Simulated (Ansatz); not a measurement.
**Molecular dynamics of Al₃₂H (part 4 of 4)**

Al₃₂H (defect cell, 33 atoms in the cell); DFT PBE, scalar-relativistic, plane waves, PAW, no spin polarisation (Ansatz 0.2.0); cutoff 420 eV, 2×2×2 k-mesh, Fermi–Dirac smearing of 0.1 eV. It belongs to a series of runs on one base structure; here: dynamics from the last frame of the run before.

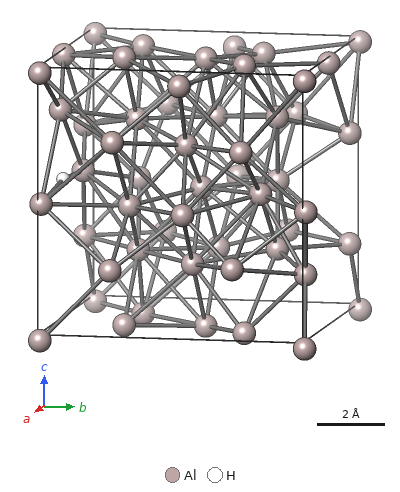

**Figure 1.** The geometry at step 300 of the log (ball-and-stick view of the cell of the calculation, seen slightly off an axis).

## Trajectory as extended XYZ, continued
```
33
Lattice="8.1000 0.0000 0.0000 0.0000 8.1000 0.0000 0.0000 0.0000 8.1000" Properties=species:S:1:pos:R:3:forces:R:3 step=279 time_fs=139.5 energy=-17207.48365 temperature=2097.9
Al    3.9067   -0.0997   -0.2630   -1.0402   1.3480   2.4197
Al    5.8625    2.1540   -0.0030    0.4554   0.3893   0.6682
Al    6.3558   -0.0605    1.8156   -1.0041   0.2927  -0.4021
Al    0.1887    0.1777    0.0201   -0.0724  -0.2296  -0.9481
Al    2.2251    1.9786   -0.0985   -1.0516   0.1417  -1.0948
Al    4.0243    4.0945   -0.1499    0.3633   0.0387   0.6602
Al    5.9283    5.8803    0.0290    0.3922   0.6857  -0.1837
Al    1.8450    0.1129    2.0045    0.8861  -0.7919  -0.1346
Al    3.5984    2.1649    1.9340    1.7296  -0.1653   1.0196
Al    5.8554    4.1520    2.0208    0.1467   0.3250  -0.2631
Al    3.9053    0.4748    4.2645    2.3123  -0.8797  -1.9744
Al    6.2200    2.4235    3.8345   -0.5441  -1.6045  -0.2165
Al    6.0235    0.1642    6.5498    0.7904  -0.9342  -0.7697
Al   -0.1613    4.2214   -0.5737   -0.8697  -0.9142   1.2724
Al    1.7983    5.5525   -0.1874    0.6300   3.0988   0.3413
Al    0.2974    2.2713    2.1721   -2.3168  -0.3304  -2.4880
Al    1.9490    4.1791    1.8150    1.0398  -0.5201   0.9518
Al    4.1471    6.4216    2.2467   -0.2647   0.0203  -1.3356
Al   -0.3253   -0.0189    3.8677    1.0063   0.2301   0.5511
Al    1.7640    1.8957    3.9198    1.1825   2.0368   1.0515
Al    3.8822    4.1189    4.1036    0.9444  -0.0648  -2.3950
Al    5.8196    6.3126    4.1532    0.1785  -0.2485   0.2350
Al    1.9249    0.1050    5.4600   -1.8603  -0.7292   3.6075
Al    4.1773    2.2826    5.9333   -0.3449  -0.5704   0.8460
Al    5.9920    4.0664    5.7097    0.4889   1.1332   1.0749
Al    0.2826    6.0059    2.1197   -0.9376   1.5954  -1.3798
Al   -0.0180    4.3215    3.7904    0.1589  -1.1713   1.0631
Al    2.3355    6.2372    4.0234   -0.9713  -0.7744  -0.4595
Al    0.1411    2.2720    5.9887   -0.0049  -0.7572  -0.2169
Al    2.4134    4.2443    5.9539   -2.3494  -1.1339  -0.3378
Al    3.9502    6.3225    6.2274    0.5958  -1.2199  -1.5007
Al   -0.0295    6.0281    5.6628    0.2852   1.0998   0.6291
H     6.7017    8.7767    5.0710    0.0457   0.6037  -0.2910
33
Lattice="8.1000 0.0000 0.0000 0.0000 8.1000 0.0000 0.0000 0.0000 8.1000" Properties=species:S:1:pos:R:3:forces:R:3 step=300 time_fs=150.0 energy=-17207.33095 temperature=2192.5
Al    3.9113   -0.0847   -0.2443   -0.5117   1.3415   2.2957
Al    5.7880    2.1540    0.0212    0.5402   0.7530   0.9812
Al    6.3087   -0.2889    1.7977   -0.0130   1.0424  -0.6721
Al    0.2309    0.1074   -0.1421    0.2607  -0.3763   0.0430
Al    2.1352    1.9723   -0.1754   -0.2619   0.3964  -0.0564
Al    4.0309    4.2824   -0.1996   -0.0019  -0.6781   0.5050
Al    6.0115    5.8741   -0.0805    0.1287   1.2110  -0.4627
Al    1.8938    0.1308    2.0928    0.4189  -1.3851  -1.2067
Al    3.7350    2.1556    1.9967    0.6873   0.0206   0.2011
Al    5.7685    4.2436    1.9283    0.3860   0.0202  -0.0570
Al    3.9409    0.5143    4.3754    2.8270  -1.1685  -3.0154
Al    6.2300    2.4101    3.7020   -0.7571  -1.6141   0.0879
Al    6.1641    0.2862    6.5344    0.2451  -0.9948  -1.4255
Al   -0.1603    4.2828   -0.4758   -1.0283  -1.7366   0.4967
Al    1.7960    5.5856   -0.3414    0.6575   3.1768   1.6415
Al    0.1501    2.2304    2.0215   -1.0005  -0.0491  -1.6199
Al    1.9304    4.2264    1.8751    1.0725  -0.6968   0.0906
Al    4.1705    6.5021    2.2213   -0.7971  -0.2478  -1.0493
Al   -0.2947    0.0366    3.9133    0.3175   0.5570   0.2873
Al    1.7173    1.7684    3.8592    0.5227   3.5660  -0.1177
Al    3.9510    4.1471    3.9821    0.3440  -0.5869  -1.1203
Al    5.8902    6.3452    4.1212   -0.4246  -0.1321   0.0472
Al    1.9884    0.1626    5.4580   -2.4737  -1.7632   4.1624
Al    4.1555    2.2054    6.0309   -0.2639   1.1278   0.8641
Al    6.0050    4.0946    5.5539    0.3399   0.6283   1.7197
Al    0.1801    5.9793    2.1843   -0.1785   2.6912  -2.4969
Al   -0.1897    4.3836    3.7165    0.4361  -2.1578   2.0251
Al    2.3851    6.1437    4.0148   -1.4458   0.2115  -0.4597
Al    0.1607    2.3061    5.9051   -0.4510  -0.3770   0.0264
Al    2.3255    4.2450    5.8991   -1.0781  -1.5810  -1.2083
Al    3.9116    6.4386    6.1662    0.8015  -1.6105  -1.4662
Al   -0.1317    6.1788    5.6800    0.6561   0.2703   0.8730
H     5.8819    8.4079    4.3981    0.0454   0.1418   0.0861
```

## Summary

- outcome: finished
- mean temperature over the second half: 1976 K
- trajectory: 300 steps, 150 fs
- ensemble: nvt_langevin
- temperature in the input: 2100.0 K
- time step: 0.5 fs
- electrons treated: 97
- potential energy (free energy of the electrons) (last step): −17207.3309 eV
- Fermi energy (last step): 7.634 eV
- largest force (length of the vector) (last step): 5.153 eV/Å
- wall time: 9.8 min (CPU time 19 min)
- peak memory: 1.2 GiB

## Notes

The input asks for low accuracy. So short a trajectory is not equilibrated. The logged temperature at the start can lie below the typed one, since it is counted over all degrees of freedom.
